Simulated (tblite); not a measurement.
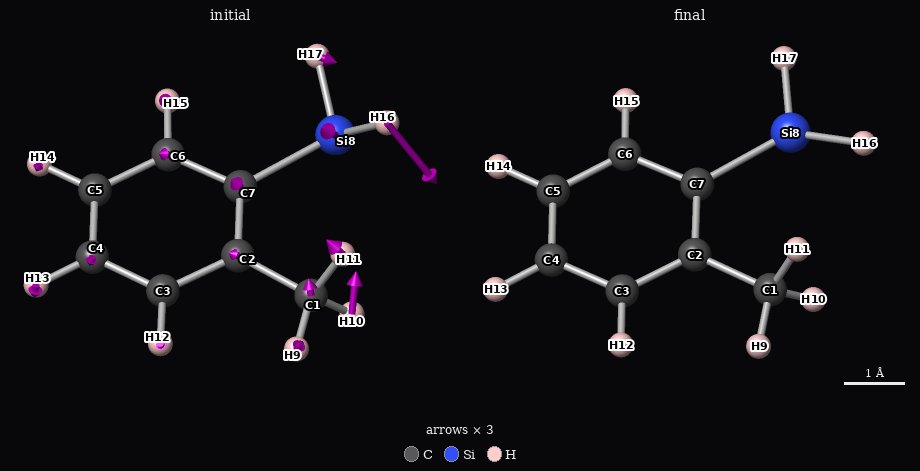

The structure of C7H9Si (multiplicity 2) before (left) and after (right) a relaxation, at one scale. The purple arrows give the displacements, 3 times their true length.

The picture is a ball-and-stick view, seen at a tilt.

Method: tblite 0.8.0, GFN2-xTB geometry optimisation, gas phase. 

### What changed between the two?

The energy falls by 0.192 eV in 58 geometry steps. H16 moves most after the best rigid fit: 0.53 Å. Largest moves by element: H 0.53 Å, Si 0.17 Å, C 0.10 Å. Among the contacts that change: C7–Si8 1.882 → 1.840 Å, C2–C3 1.420 → 1.382 Å, Si8–H16 1.488 → 1.450 Å, C5–C6 1.397 → 1.377 Å. Bond angles that change, for instance: C7–Si8–H16 110.0° → 122.6°, H16–Si8–H17 108.8° → 115.8°, C7–Si8–H17 110.3° → 117.2°. The run took 0.88 s on 1 thread of Intel(R) Xeon(R) Platinum 8259CL CPU @ 2.50GHz (shared host).
